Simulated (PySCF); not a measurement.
# One shape, several levels: C2HCl2F3 (2,2-Dichloro-1,1,1-trifluoroethane)

We compute a comparison of 3 runs (HF/STO-3G, B2PLYP/def2-SVP, M06-2X/def2-SVP) of C2HCl2F3 (2,2-Dichloro-1,1,1-trifluoroethane). 

The calculation is run with PySCF 2.14.0.

1 further run of the same task is left out (set aside as unsound or not needed).

### 1 The molecule

C2HCl2F3: 8 atoms, total charge 0, spin state singlet. SMILES: `FC(F)(F)C(Cl)Cl`. The shape is that of a PBE0-D4/def2-TZVP optimisation.

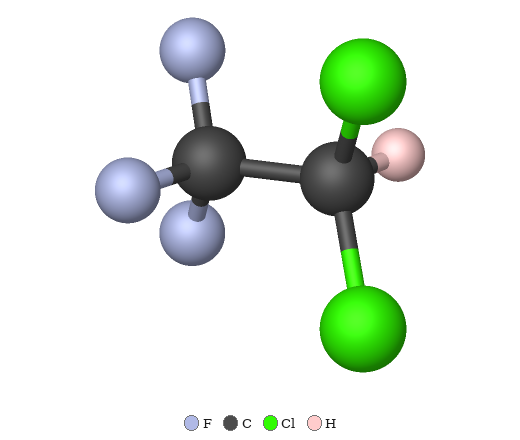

Viewed from a chosen angle; fluorine light blue, carbon dark grey, chlorine green, hydrogen pink.

### 2 The energy at HF/STO-3G (run 1)

The input, calc.py:

```python
from pyscf import gto

mol = gto.M(
    atom='''
F     -0.415513    -2.522973     2.185695
C      0.339678    -1.445678     0.038872
F      2.819075    -1.826023    -0.180355
F     -0.812337    -2.582141    -1.870640
C     -0.207303     1.397434     0.127764
Cl    -3.452001     1.925177     0.587818
Cl     0.925626     2.867187    -2.624527
H      0.802737     2.186961     1.735373
''',
    max_memory=1860,
    unit='bohr',
    verbose=3,
    basis='sto-3g',
)

hf = mol.RHF()
hf.conv_tol = 1e-10
hf.kernel()
if not hf.converged:
    hf = hf.newton().run(hf.mo_coeff, hf.mo_occ)

energy = hf.e_tot
print(f'total energy: {energy:.8f} hartree')
```

Started as:

```
$ OMP_NUM_THREADS=1 python calc.py
```

The log of the run:

```text
converged SCF energy = -1278.65778797808
total energy: -1278.65778798 hartree
```

It took 0.68 s on 1 thread of Intel Xeon 6975P-C (Granite Rapids), shared host; peak memory 0.12 GiB.

### 3 The energy at B2PLYP/def2-SVP (run 2)

The input, run.py:

```python
from pyscf import gto, dft, mp

mol = gto.M(
    atom='''
F     -0.415513    -2.522973     2.185695
C      0.339678    -1.445678     0.038872
F      2.819075    -1.826023    -0.180355
F     -0.812337    -2.582141    -1.870640
C     -0.207303     1.397434     0.127764
Cl    -3.452001     1.925177     0.587818
Cl     0.925626     2.867187    -2.624527
H      0.802737     2.186961     1.735373
''',
    basis='def2-svp',
    unit='bohr',
    max_memory=1860,
    verbose=3,
)

mf = dft.RKS(mol, xc='0.53*HF + 0.47*B88, 0.73*LYP')
mf.conv_tol = 1e-10
mf.grids.level = 5
mf.kernel()
if not mf.converged:
    mf = mf.newton().run(mf.mo_coeff, mf.mo_occ)

pt = mp.MP2(mf, frozen=15).run()
e_tot = mf.e_tot + 0.27 * pt.e_corr
print('PT2 part  %.8f' % (0.27 * pt.e_corr))
print('E = %.10f Eh' % e_tot)
```

Started as:

```
$ OMP_NUM_THREADS=1 python run.py
```

The log of the run:

```text
converged SCF energy = -1295.21512334855
E(RMP2) = -1296.52170964814  E_corr = -1.30658629958177
E(SCS-RMP2) = -1296.47139635824  E_corr = -1.25627300968604
PT2 part  -0.35277830
E = -1295.5679016494 Eh
```

Run time: 19 s. Hardware: 1 thread of Intel Xeon 6975P-C (Granite Rapids), shared host; peak memory 0.61 GiB.

### 4 A single-point energy at M06-2X/def2-SVP (run 3)

The input, run.py:

```python
from pyscf import gto, dft

molecule = gto.M(
    atom='''
F   -0.219880  -1.335100   1.156620
C    0.179750  -0.765020   0.020570
F    1.491790  -0.966290  -0.095440
F   -0.429870  -1.366410  -0.989900
C   -0.109700   0.739490   0.067610
Cl  -1.826720   1.018760   0.311060
Cl   0.489820   1.517250  -1.388840
H    0.424790   1.157290   0.918320
''',
    spin=0,
    charge=0,
    verbose=3,
    basis='def2-svp',
    max_memory=1860,
)

mf = dft.RKS(molecule)
mf.xc = 'm06-2x'
mf.grids.level = 5
mf.conv_tol = 1e-10
mf.kernel()
if not mf.converged:
    mf = mf.newton().run(mf.mo_coeff, mf.mo_occ)

etot = mf.e_tot
print(f'total energy: {etot:.8f} hartree')
```

Started as:

```
$ OMP_NUM_THREADS=1 python run.py
```

The log of the run:

```text
converged SCF energy = -1296.01406803152
total energy: -1296.01406803 hartree
```

It took 30 s on 1 thread of Intel Xeon 6975P-C (Granite Rapids), shared host; peak memory 0.62 GiB.

### 5 The series

| run | level | frozen core orbitals | integration grid | energy (Eh) | dipole moment (D) | HOMO energy (eV) | LUMO energy (eV) | wall time |
| --- | --- | --- | --- | --- | --- | --- | --- | --- |
| 1 | HF/STO-3G | – | – | -1278.657788 | 1.59 | -10.95 | 8.04 | 0.68 s |
| 2 | B2PLYP/def2-SVP | 15 | 5 | -1295.567902 | 1.45 | -10.37 | 1.88 | 19 s |
| 3 | M06-2X/def2-SVP | – | 5 | -1296.014068 | 1.41 | -10.53 | 1.29 | 30 s |

### 6 What came out

| quantity | value |
| --- | --- |
| run 3: total energy | -1296.01407 Eh |
| run 3: dipole moment | 1.41 D |
| run 3: HOMO energy | -10.53 eV |
| run 3: LUMO energy | 1.29 eV |
| run 3: HOMO–LUMO gap | 11.82 eV |

The dipole moment (its size) runs from 1.41 D (M06-2X/def2-SVP) to 1.59 D (HF/STO-3G). The two ends differ in method and basis. The HOMO–LUMO gap runs from 11.82 eV (M06-2X/def2-SVP) to 19.00 eV (HF/STO-3G). Totals of different functionals can't be ranked against each other. In run 1 the basis is minimal, so the values are rough. All runs together took 50 s, the longest 30 s.
